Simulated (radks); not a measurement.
Atomic calculation for Se⁴⁺

The selenium ion Se⁴⁺ in the configuration [Ar] 3d10 4s2. Computed at this level: scalar-relativistic Kohn-Sham, PBE, spin-polarised, spherical densities, finite nucleus (the in-house radial solver radks).

## Input file
```
Z 34
configuration [Ar] 3d10 4s2 4p0 5s0 4d0 4f0
relativity scalar-relativistic
functional pbe,pbe
spin polarised
nucleus finite rms 4.14 fm
c 137.035999084
```

Energies in input and log are in hartree, lengths in bohr (the nuclear radius in fm).

Hardware: 1 CPU thread, shared host.

The run was one of a batch that the task file lists, launched with:
```bash
python <driver script> task.json out
```

## The program's output
```
1s      1   1.0000        -461.49003520
2s      1   1.0000         -60.97159871
2p      1   3.0000         -53.86239097
3s      1   1.0000          -9.73520156
3p      1   3.0000          -7.50971726
3d      1   5.0000          -3.83301590
4s      1   1.0000          -2.26826732
4p      1   0.0000          -1.76663725
5s      1   0.0000          -0.95479178
4d      1   0.0000          -1.07431737
4f      1   0.0000          -0.60247460
1s      2   1.0000        -461.49003520
2s      2   1.0000         -60.97159871
2p      2   3.0000         -53.86239097
3s      2   1.0000          -9.73520156
3p      2   3.0000          -7.50971726
3d      2   5.0000          -3.83301590
4s      2   1.0000          -2.26826732
4p      2   0.0000          -1.76663725
5s      2   0.0000          -0.95479178
4d      2   0.0000          -1.07431737
4f      2   0.0000          -0.60247460
Etot -2426.1148767998043
Ekin 2475.8178148180996
Encl -5792.163698469518
Eh 976.6336155006245
Exc -86.4026086490108
err 1.4058228887820194e-09
it 16
```

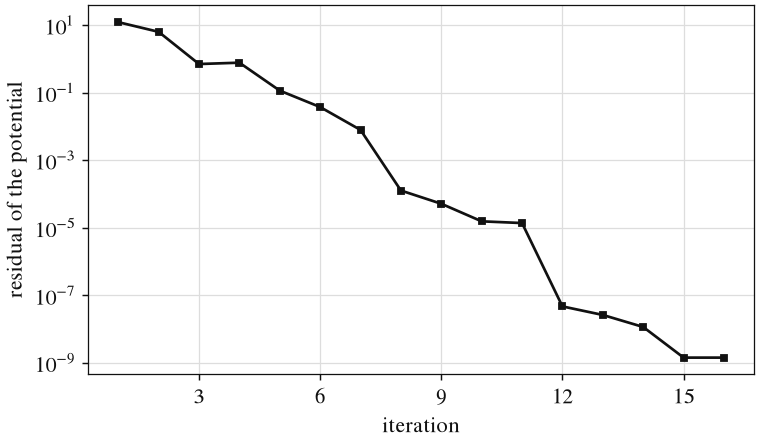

Figure 1. Convergence: residual of the potential against the iteration. The residual falls almost steadily, with no more than small rises or pauses. It goes from 12 to 1.4×10⁻⁹ in 16 steps.

## Orbitals

```csv
orbital,occupation,energy (eV),⟨r⟩ (bohr),outer maximum (bohr)
1s down,1,−12557.8,0.04408,0.0288
1s up,1,−12557.8,0.04408,0.0288
2s down,1,−1659.1,0.1959,0.164
2s up,1,−1659.1,0.1959,0.164
2p up,3,−1465.7,0.1711,0.132
2p down,3,−1465.7,0.1711,0.132
3s up,1,−264.908,0.5735,0.502
3s down,1,−264.908,0.5735,0.502
3p down,3,−204.350,0.5885,0.500
3p up,3,−204.350,0.5885,0.500
3d down,5,−104.302,0.6236,0.452
3d up,5,−104.302,0.6236,0.452
4s up,1,−61.723,1.590,1.42
4s down,1,−61.723,1.590,1.42
4p down,0,−48.073,1.795,1.59
4p up,0,−48.073,1.795,1.59
4d up,0,−29.234,2.388,2.10
4d down,0,−29.234,2.388,2.10
```

## Slater integrals of the outer shells (hartree)

```csv
integral,value
"F0(4s,4s)",0.5656
"F0(4s,3d)",0.7139
"G2(4s,3d)",0.0689
"F0(4s,3p)",0.7186
"G1(4s,3p)",0.0529
"F0(4s,3s)",0.7204
"G0(4s,3s)",0.0390
"F0(4s,4p)",0.5299
"G1(4s,4p)",0.3588
"F0(3d,3d)",1.4732
"F2(3d,3d)",0.7009
"F4(3d,3d)",0.4400
"F0(3d,3p)",1.4963
"F2(3d,3p)",0.7169
"G1(3d,3p)",0.8705
"G3(3d,3p)",0.5377
"F0(3d,3s)",1.5134
"G2(3d,3s)",0.6637
"F0(3d,4p)",0.6430
"F2(3d,4p)",0.1479
```

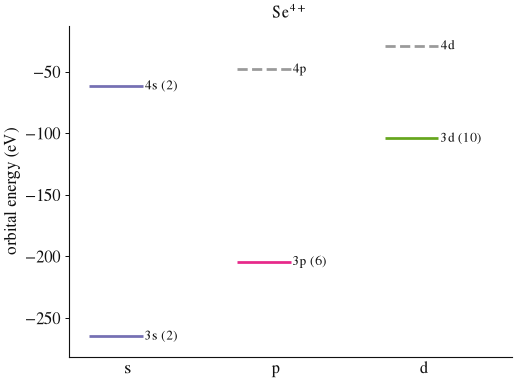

Figure 2. The outer levels are drawn by angular momentum (occupations in brackets, empty levels dashed). The highest occupied level is 4s at −61.7 eV. From the top down the occupied levels run 4s (−61.7 eV), 3d (−104.3 eV), 3p (−204.3 eV), 3s (−264.9 eV). The lowest empty level drawn is 4p at −48.1 eV.

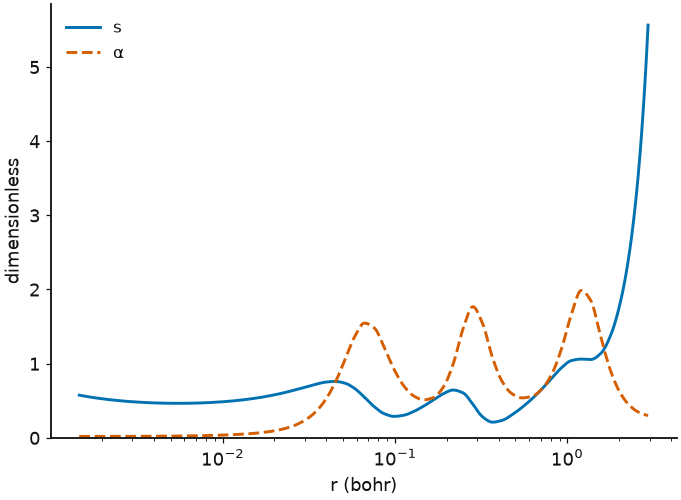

Figure 3. The reduced density gradient s and the kinetic indicator α = (τ − τW)/τunif, the ingredients of GGAs and meta-GGAs. s starts near 0.57 at the inner end, has maxima between the shells at r = 0.045 bohr (0.76), 0.22 bohr (0.64) and 1.2 bohr (1.06), and grows in the tail, to 5.6 at 2.9 bohr. α peaks at r = 0.067 bohr (1.5), 0.28 bohr (1.8) and 1.2 bohr (2.0), where shells overlap, and is small where one s orbital dominates.

## Key numbers

- outcome: converged
- total energy: −2426.1149 hartree
- kinetic energy: 2475.8178 hartree
- electron–nucleus energy: −5792.1637 hartree
- Hartree energy: 976.633616 hartree
- exchange–correlation energy: −86.402609 hartree
- radius at density 0.001 e/bohr³: 2.93 bohr
- SCF iterations: 16
- wall time: 10 s
